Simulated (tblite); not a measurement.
# H38Sn25: the cost of one run

Computed with tblite 0.8.0 and PySCF 2.14.0 and routines of our own; the level stands in each step. Atoms count from 0.

## 1. The system as given

63 atoms, charge 0, multiplicity 1; geometry from: force field, distance geometry or constructed start.

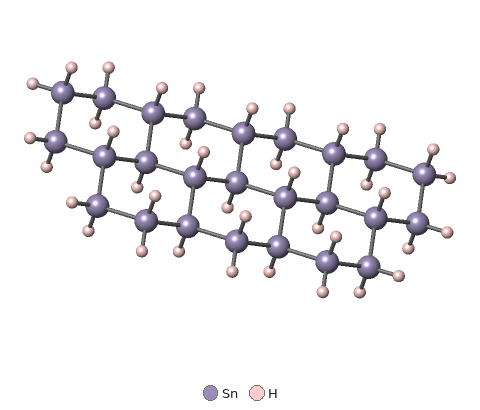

The starting geometry (tin purple, hydrogen pink); sticks join atoms by distance alone.

## 2. Relaxing the molecule with GFN1-xTB

What the job is given:

```
{"job": {"kind": "relax", "xc": "GFN1-xTB", "basis": "xTB"}, "charge": 0, "multiplicity": 1}
Sn    -2.291300     3.680700    -0.415700
Sn    -4.595600     5.010800     0.479000
Sn    -6.883400     3.680200    -0.413100
Sn    -6.889300     1.035500     0.479700
Sn    -4.593400    -0.295800    -0.410700
Sn    -2.299500     1.030600     0.483300
Sn     6.888700     3.684200    -0.417400
Sn     4.595800     5.010900     0.487400
Sn     2.298900     3.680400    -0.414500
Sn     2.293400     1.030300     0.487500
Sn     4.590300    -0.295800    -0.416200
Sn     6.886100     1.029100     0.485900
Sn    -9.188200    -0.293900    -0.409100
Sn    -9.182600    -2.946600     0.483200
Sn    -6.890800    -4.266600    -0.413900
Sn    -4.594300    -2.945400     0.492200
Sn     0.000400     5.010100     0.486800
Sn    -0.001100    -0.298000    -0.415100
Sn    -0.000600    -2.944200     0.488400
Sn     2.299000    -4.270800    -0.411400
Sn     4.590100    -2.942200     0.487400
Sn     9.183900    -0.293100    -0.414300
Sn     6.892000    -4.267100    -0.407500
Sn     9.180600    -2.950300     0.484400
Sn    -2.295700    -4.269100    -0.413200
H     -2.302300     3.681600    -2.131600
H     -4.591700     5.010500     2.205200
H     -4.593000     6.631700    -0.082700
H     -6.888000     3.682900    -2.136100
H     -8.292900     4.494400     0.159000
H     -6.885000     1.031700     2.204800
H     -4.594300    -0.293300    -2.133900
H     -2.297200     1.031200     2.204000
H      6.890700     3.681200    -2.130400
H      8.295200     4.495800     0.152300
H      4.592900     5.010400     2.203000
H      4.591600     6.631200    -0.088000
H      2.297100     3.685000    -2.136700
H      2.297300     1.027200     2.205800
H      4.587600    -0.291200    -2.132900
H      6.888500     1.028800     2.209700
H     -9.178900    -0.300200    -2.130400
H    -10.585300     0.517800     0.152000
H     -9.182200    -2.946500     2.204100
H    -10.593900    -3.755800    -0.081500
H     -6.890500    -4.270100    -2.137500
H     -6.886200    -5.894500     0.155000
H     -4.592700    -2.943400     2.208200
H      0.001600     5.008600     2.206100
H      0.001900     6.631800    -0.081900
H     -0.000900    -0.301900    -2.131000
H      0.006600    -2.944700     2.205600
H      2.295800    -4.272100    -2.134000
H      2.292800    -5.896200     0.152600
H      4.593100    -2.946900     2.207400
H      9.184300    -0.291600    -2.133500
H     10.596800     0.511100     0.153700
H      6.891300    -4.264100    -2.134800
H      6.888700    -5.895300     0.159600
H      9.183900    -2.944000     2.204900
H     10.586400    -3.756600    -0.082400
H     -2.292300    -4.272000    -2.136000
H     -2.294500    -5.893900     0.156400
```

On the command line:

```console
$ OMP_NUM_THREADS=4 python large_run.py task.json out
```

One launch serves the whole session: the jobs run in the order shown.

Q: Estimate the wall time and peak memory of this first job on 4 threads of Arm Neoverse V2, shared host.

About 16 s, with a peak of 0.14 GiB.
